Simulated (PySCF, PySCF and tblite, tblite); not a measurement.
# C7H7FO: conformers and averaged spectra, part 2 of 2

PySCF and tblite. Atoms count from 0. Earlier steps stand in the parts before.

## Step 5: Couplings, conformer 1: B3LYP/pcJ-1+6-31G*

The job: settings as JSON, then the geometry in Å.

```
{"job": {"xc": "B3LYP", "basis": {"default": "6-31G*", "H": "pcJ-1", "F": "pcJ-1"}, "nuclei": ["H", "F", "P", "Si", "B"], "kind": "j"}, "charge": 0, "multiplicity": 1}
O      2.876091     0.055030     0.110814
C      1.836804    -0.878860     0.253523
C      0.456914    -0.282624     0.114242
C      0.228379     1.077473     0.271179
C     -1.045251     1.604243     0.142517
C     -2.117073     0.776411    -0.142906
C     -1.916387    -0.584558    -0.300352
C     -0.637830    -1.089585    -0.169499
F     -0.445728    -2.420445    -0.327407
H      2.832879     0.436283    -0.773309
H      1.950866    -1.292481     1.261579
H      1.950146    -1.706937    -0.461460
H      1.065129     1.719070     0.504748
H     -1.200257     2.664819     0.268890
H     -3.110547     1.185824    -0.241905
H     -2.731736    -1.254720    -0.522064
```

The program printed:

```text
coarse grid: 14120 points
cycle   1  E = -445.9493052578  dE =  1.535e+00  |g| = 8.076e-01  |ddm| = 3.917e+00
cycle   2  E = -445.8105615487  dE =  1.387e-01  |g| = 1.183e+00  |ddm| = 1.808e+00
cycle   3  E = -446.0705098400  dE = -2.599e-01  |g| = 1.427e-01  |ddm| = 1.209e+00
cycle   4  E = -446.0751900040  dE = -4.680e-03  |g| = 5.798e-02  |ddm| = 2.149e-01
cycle   5  E = -446.0760179940  dE = -8.280e-04  |g| = 2.064e-02  |ddm| = 7.377e-02
cycle   6  E = -446.0761260352  dE = -1.080e-04  |g| = 3.959e-03  |ddm| = 2.314e-02
cycle   7  E = -446.0761297070  dE = -3.672e-06  |g| = 1.153e-03  |ddm| = 4.590e-03
final grid: 138872 points
cycle   8  E = -446.0193381795  dE = -7.037e-05  |g| = 7.867e-03  |ddm| = 3.223e-02
cycle   9  E = -446.0193267202  dE =  1.146e-05  |g| = 1.145e-02  |ddm| = 1.633e-02
cycle  10  E = -446.0193515471  dE = -2.483e-05  |g| = 1.330e-03  |ddm| = 1.001e-02
cycle  11  E = -446.0193518765  dE = -3.295e-07  |g| = 2.186e-04  |ddm| = 1.327e-03
cycle  12  E = -446.0193518814  dE = -4.899e-09  |g| = 1.600e-04  |ddm| = 3.621e-04
cycle  13  E = -446.0193518885  dE = -7.044e-09  |g| = 2.442e-05  |ddm| = 1.807e-04
cycle  14  E = -446.0193518886  dE = -1.501e-10  |g| = 5.681e-06  |ddm| = 2.554e-05
converged SCF energy = -446.0193518886

Indirect spin-spin couplings (Hz)
  i      j    bonds     total        FC       PSO       DSO        SD
  8 F    9 H    5     -0.610    -0.074     0.246    -0.693    -0.090
  8 F   10 H    4      1.417     1.684    -0.265     0.153    -0.156
  8 F   11 H    4      3.226     3.077    -1.058     1.386    -0.180
  8 F   12 H    4      6.457     7.071     0.987    -1.438    -0.163
  8 F   13 H    5     -0.864     0.191     0.531    -1.411    -0.175
  8 F   14 H    4      4.603     5.033     1.049    -1.354    -0.126
  8 F   15 H    3     10.363    13.890    -2.670     0.036    -0.894
  9 H   10 H    3     16.050    17.374     3.156    -4.480         -
  9 H   11 H    3      1.821     1.995     0.594    -0.767         -
  9 H   12 H    5      0.483     0.008    -0.926     1.402         -
  9 H   14 H    7     -0.276    -0.007     0.496    -0.764         -
  9 H   15 H    6     -0.328    -0.028     0.610    -0.911         -
 10 H   11 H    2    -16.897   -16.651     1.458    -1.704         -
 10 H   12 H    4     -1.734    -1.582     0.317    -0.469         -
 10 H   13 H    5      0.236     0.590     0.701    -1.055         -
 10 H   14 H    6     -1.584    -1.216     0.712    -1.081         -
 10 H   15 H    5      0.182     0.498     0.754    -1.070         -
 11 H   12 H    4     -1.429    -0.935     1.034    -1.527         -
 11 H   13 H    5      0.277     0.708     0.855    -1.285         -
 11 H   14 H    6     -1.034    -0.655     0.765    -1.144         -
 12 H   13 H    3      8.789     8.943     0.087    -0.240         -
 12 H   14 H    4      0.920     1.551     1.160    -1.791         -
 12 H   15 H    5     -0.292     0.355     1.179    -1.826         -
 13 H   14 H    3      8.362     8.588     0.203    -0.429         -
 13 H   15 H    4      0.234     0.897     1.185    -1.848         -
 14 H   15 H    3      9.282     9.503     0.172    -0.393         -
```

It took 63 s on 1 thread of Arm Neoverse N1, shared host; peak memory 0.95 GiB.

Key values: HOMO -6.71 eV, LUMO -0.28 eV; dipole 1.85 D.

## Step 6: Couplings, conformer 2: B3LYP/pcJ-1+6-31G*

The job: settings as JSON, then the geometry in Å.

```
{"job": {"xc": "B3LYP", "basis": {"default": "6-31G*", "H": "pcJ-1", "F": "pcJ-1"}, "nuclei": ["H", "F", "P", "Si", "B"], "kind": "j"}, "charge": 0, "multiplicity": 1}
O      2.590000    -0.940944     0.373725
C      1.892382     0.275224     0.501576
C      0.446365     0.095742     0.125174
C     -0.071907    -1.122534    -0.285476
C     -1.409838    -1.242750    -0.622452
C     -2.250467    -0.145630    -0.554630
C     -1.754759     1.082260    -0.147682
C     -0.419132     1.181045     0.184189
F      0.069580     2.381125     0.583586
H      3.508490    -0.797176     0.620729
H      2.331558     1.048469    -0.149024
H      1.942546     0.648015     1.537204
H      0.592123    -1.970158    -0.335410
H     -1.796573    -2.199278    -0.939810
H     -3.293024    -0.239812    -0.817320
H     -2.384944     1.955347    -0.085791
```

The program printed:

```text
coarse grid: 14120 points
cycle   1  E = -445.9459823848  dE =  1.539e+00  |g| = 8.124e-01  |ddm| = 3.921e+00
cycle   2  E = -445.8042286328  dE =  1.418e-01  |g| = 1.186e+00  |ddm| = 1.814e+00
cycle   3  E = -446.0697551219  dE = -2.655e-01  |g| = 1.346e-01  |ddm| = 1.203e+00
cycle   4  E = -446.0738409725  dE = -4.086e-03  |g| = 5.941e-02  |ddm| = 2.053e-01
cycle   5  E = -446.0747256423  dE = -8.847e-04  |g| = 1.983e-02  |ddm| = 7.325e-02
cycle   6  E = -446.0748242547  dE = -9.861e-05  |g| = 3.595e-03  |ddm| = 2.136e-02
cycle   7  E = -446.0748272725  dE = -3.018e-06  |g| = 8.619e-04  |ddm| = 3.968e-03
final grid: 138872 points
cycle   8  E = -446.0174397530  dE = -7.097e-05  |g| = 7.920e-03  |ddm| = 3.775e-02
cycle   9  E = -446.0174282600  dE =  1.149e-05  |g| = 1.154e-02  |ddm| = 1.648e-02
cycle  10  E = -446.0174531137  dE = -2.485e-05  |g| = 1.274e-03  |ddm| = 1.011e-02
cycle  11  E = -446.0174534067  dE = -2.931e-07  |g| = 1.839e-04  |ddm| = 1.222e-03
cycle  12  E = -446.0174534116  dE = -4.858e-09  |g| = 9.752e-05  |ddm| = 2.424e-04
cycle  13  E = -446.0174534139  dE = -2.341e-09  |g| = 3.272e-05  |ddm| = 1.272e-04
cycle  14  E = -446.0174534142  dE = -2.975e-10  |g| = 6.385e-06  |ddm| = 3.460e-05
converged SCF energy = -446.0174534142

Indirect spin-spin couplings (Hz)
  i      j    bonds     total        FC       PSO       DSO        SD
  8 F    9 H    5     -0.664    -0.250     0.565    -0.954    -0.025
  8 F   10 H    4      2.290     2.283    -0.691     0.857    -0.158
  8 F   11 H    4      2.308     2.301    -0.694     0.860    -0.159
  8 F   12 H    4      6.627     7.221     1.003    -1.438    -0.160
  8 F   13 H    5     -0.795     0.274     0.519    -1.410    -0.177
  8 F   14 H    4      4.722     5.169     1.029    -1.353    -0.123
  8 F   15 H    3     10.799    14.282    -2.631     0.030    -0.882
  9 H   10 H    3      1.480     1.622     0.635    -0.778         -
  9 H   11 H    3      1.500     1.641     0.632    -0.773         -
  9 H   12 H    5     -0.687    -0.070     1.419    -2.035         -
  9 H   13 H    6     -0.398    -0.005     0.877    -1.270         -
  9 H   14 H    7     -0.360     0.032     0.812    -1.204         -
 10 H   11 H    2    -14.951   -14.746     1.441    -1.646         -
 10 H   12 H    4     -1.823    -1.455     0.776    -1.144         -
 10 H   13 H    5      0.254     0.654     0.786    -1.186         -
 10 H   14 H    6     -1.443    -1.070     0.733    -1.106         -
 11 H   12 H    4     -1.823    -1.453     0.779    -1.149         -
 11 H   13 H    5      0.255     0.656     0.786    -1.187         -
 11 H   14 H    6     -1.441    -1.068     0.733    -1.106         -
 12 H   13 H    3      8.832     8.978     0.111    -0.257         -
 12 H   14 H    4      0.952     1.581     1.161    -1.790         -
 12 H   15 H    5     -0.291     0.354     1.179    -1.824         -
 13 H   14 H    3      8.382     8.609     0.199    -0.426         -
 13 H   15 H    4      0.233     0.895     1.185    -1.847         -
 14 H   15 H    3      9.282     9.500     0.172    -0.390         -
```

Wall time 63 s (1 thread of Arm Neoverse N1, shared host); peak memory 0.93 GiB.

Key values: HOMO -6.51 eV, LUMO -0.05 eV; dipole 0.75 D.

## Step 7: Boltzmann average: properties at PBE0/pcSseg-1

The job: settings as JSON, then the geometry in Å.

```
{"job": {"study": "conf", "smiles": "OCc1ccccc1F", "search": {"seed": 3230, "n_embed": 90, "ff_keep": 18, "window": 3.0, "nmax": 10, "temps": [250, 273.15, 298.15, 323.15, 373.15], "t_ref": 298.15, "order": 0.002}, "level": {"nmr": {"xc": "PBE0", "basis": "pcSseg-1"}, "j": {"xc": "B3LYP", "basis": {"default": "6-31G*", "H": "pcJ-1", "F": "pcJ-1"}, "nuclei": ["H", "F", "P", "Si", "B"]}}, "kind": "conf"}, "charge": 0, "multiplicity": 1}
O      2.876091     0.055030     0.110814
C      1.836804    -0.878860     0.253523
C      0.456914    -0.282624     0.114242
C      0.228379     1.077473     0.271179
C     -1.045251     1.604243     0.142517
C     -2.117073     0.776411    -0.142906
C     -1.916387    -0.584558    -0.300352
C     -0.637830    -1.089585    -0.169499
F     -0.445728    -2.420445    -0.327407
H      2.832879     0.436283    -0.773309
H      1.950866    -1.292481     1.261579
H      1.950146    -1.706937    -0.461460
H      1.065129     1.719070     0.504748
H     -1.200257     2.664819     0.268890
H     -3.110547     1.185824    -0.241905
H     -2.731736    -1.254720    -0.522064
```

The program printed:

```text
conformer  sym    E(xTB)   E(DFT)   G(298.15 K)  weight  dipole/D
    1     C1      0.000    0.000    0.000   0.8929    1.743
    2     Cs      1.326    1.135    1.256   0.1071    0.768

mean shielding (ppm) by class
class atoms           250 K   273.15 K   298.15 K   323.15 K   373.15 K
  0 O  0             309.74    309.865    309.995    310.119    310.344
  1 C  1            123.505      123.5    123.495    123.491    123.482
  2 C  2             50.712     50.752     50.793     50.832     50.903
  3 C  3             55.355      55.35     55.345     55.339      55.33
  4 C  4              57.32     57.325     57.331     57.337     57.348
  5 C  5             53.128     53.139      53.15     53.161     53.181
  6 C  6             66.123     66.136     66.149     66.162     66.186
  7 C  7             17.924     17.928     17.932     17.936     17.943
  8 F  8             296.96    296.985    297.011    297.035    297.079
  9 H  9             31.403     31.392     31.381     31.371     31.352
 10 H  10,11         26.509     26.507     26.505     26.503       26.5
 11 H  12             23.68     23.679     23.678     23.677     23.675
 12 H  13            24.203     24.203     24.203     24.203     24.203
 13 H  14            24.161     24.162     24.162     24.162     24.163
 14 H  15            24.409     24.409     24.409     24.409     24.409
```

Run time: 3.6 min. Hardware: 1 thread of Arm Neoverse N1, shared host. This counts the runs that the step sums up.

The search (ETKDG, MMFF94s, GFN2-xTB) embedded 90 structures, kept 2 distinct ones after the force field and 2 after xTB; 2 were carried on (window 3.0 kcal/mol at the search's own energies). Energies: PBE0/pcSseg-1 with D3(BJ).

The conformers at 298 K:

| no. | group | mirror pair | ΔE xTB | ΔE DFT | ΔG | weight (%) | μ (D) | H9–O0–C1–C2 (°) | O0–C1–C2–C3 (°) | A, B, C (GHz) |
| --- | --- | --- | --- | --- | --- | --- | --- | --- | --- | --- |
| 1 | C1 | yes | 0.00 | 0.00 | 0.00 | 89.3 | 1.74 | -62 | -20 | 2.47, 1.49, 0.94 |
| 2 | Cs | no | 1.33 | 1.14 | 1.26 | 10.7 | 0.77 | -180 | 0 | 2.49, 1.49, 0.94 |

Energies in kcal/mol. ΔG holds xTB vibrations and rotation, symmetry numbers and mirror pairs.

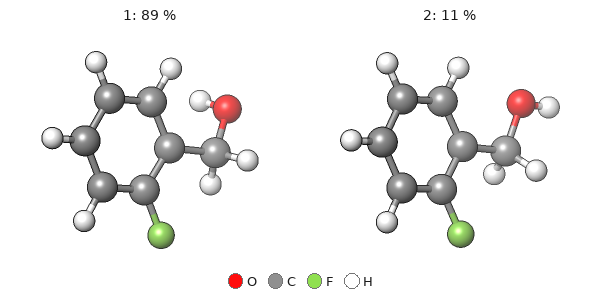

The conformers with their weights.

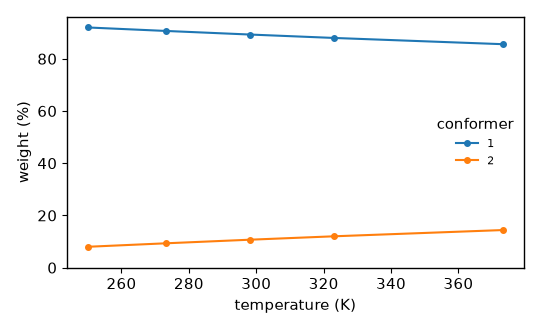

Weights against temperature.

Other ways of weighting, at the same temperature:

| scheme | 1 | 2 | mean μ (D) |
| --- | --- | --- | --- |
| DFT free energy | 89 | 11 | 1.64 |
| DFT energy, symmetry counted | 93 | 7 | 1.68 |
| DFT energy alone | 87 | 13 | 1.62 |
| xTB energy, symmetry counted | 95 | 5 | 1.69 |
| xTB free energy | 92 | 8 | 1.67 |
| lowest conformer only | 100 | 0 | 1.74 |
| equal weights | 50 | 50 | 1.26 |

Shifts against references run at the same level (¹H TMS 31.72, ¹³C TMS 186.9, ¹⁷O H2O 336.1, ¹⁹F CFCl3 170.9 ppm of shielding), by class of atoms, at 298 K:

| atoms | environment | no. 1 | no. 2 | average |
| --- | --- | --- | --- | --- |
| C7 | aromatic carbon bearing fluorine | 169.0 | 168.7 | 169.0 |
| C2 | substituted aromatic carbon | 136.5 | 133.5 | 136.1 |
| C5 | aromatic CH | 133.9 | 133.0 | 133.8 |
| C3 | aromatic CH | 131.5 | 131.9 | 131.6 |
| C4 | aromatic CH | 129.6 | 129.2 | 129.6 |
| C6 | aromatic CH | 120.9 | 119.9 | 120.8 |
| C1 | sp3 CH2 bonded to O, on an aromatic ring | 63.4 | 63.8 | 63.4 |
| H12 | hydrogen on an aromatic CH | 8.03 | 8.10 | 8.04 |
| H14 | hydrogen on an aromatic CH | 7.56 | 7.54 | 7.55 |
| H13 | hydrogen on an aromatic CH | 7.51 | 7.50 | 7.51 |
| H15 | hydrogen on an aromatic CH | 7.31 | 7.30 | 7.31 |
| H10, H11 | hydrogen on an sp3 CH2 bonded to O, on an aromatic ring | 5.20 | 5.33 | 5.21 |
| H9 | hydrogen on an alcohol oxygen | 0.25 | 1.04 | 0.34 |
| O0 | alcohol oxygen | 27.1 | 17.7 | 26.1 |
| F8 | aryl fluorine | -125.9 | -127.7 | -126.1 |

Couplings (Hz, B3LYP/pcJ-1+6-31G*; one pair named for each class), from conformers that hold 100 % of the weight:

| pair | bonds | no. 1 | no. 2 | average |
| --- | --- | --- | --- | --- |
| H10–H11 | 2 | -16.9 | -14.9 | -16.7 |
| F8–H15 | 3 | 10.4 | 10.8 | 10.4 |
| H14–H15 | 3 | 9.3 | 9.3 | 9.3 |
| H12–H13 | 3 | 8.8 | 8.8 | 8.8 |
| H13–H14 | 3 | 8.4 | 8.4 | 8.4 |
| H9–H10 | 3 | 8.9 | 1.5 | 8.1 |
| F8–H12 | 4 | 6.5 | 6.6 | 6.5 |
| F8–H14 | 4 | 4.6 | 4.7 | 4.6 |
| F8–H10 | 4 | 2.3 | 2.3 | 2.3 |
| H10–H12 | 4 | -1.6 | -1.8 | -1.6 |
| H12–H14 | 4 | 0.9 | 0.9 | 0.9 |

Effective distances for nuclear Overhauser effects, ⟨r⁻⁶⟩^(−1/6) over all pairs of two classes (Å): H12···H13 2.47; H13···H14 2.47; H9···H10 2.48; H14···H15 2.49; H9···H12 2.57; H10···H12 3.41.

## Step 8: Results

What follows sums up all 2 parts.

| quantity | value |
| --- | --- |
| conformers | 2; the first in weight is no. 1 (C1), 89 % at 298 K |
| root-mean-square dipole | 1.67 D |
| averaged ¹³C shifts (PBE0/pcSseg-1) | 169.0, 136.1, 133.8, 131.6, 129.6, 120.8, 63.4 ppm |
| averaged ¹H shifts (PBE0/pcSseg-1) | 8.04, 7.55, 7.51, 7.31, 5.21, 0.34 ppm |
| averaged ¹⁹F shifts (PBE0/pcSseg-1) | -126.1 ppm |

Conformer 1 leads with 89 % at 298 K, and its share goes from 92 % at 250 K to 86 % at 373 K. Among conformers over 5 %, H9 differs by 0.79 ppm, while the average moves by 0.05 ppm from 250 to 373 K. Among vicinal couplings, H9–H10 differs most between the conformers listed (8.9 for no. 1, 1.5 for no. 2; average 8.1 Hz). Protons on O, N, S or Se exchange and bind to solvent, so their values hold for the lone molecule only.
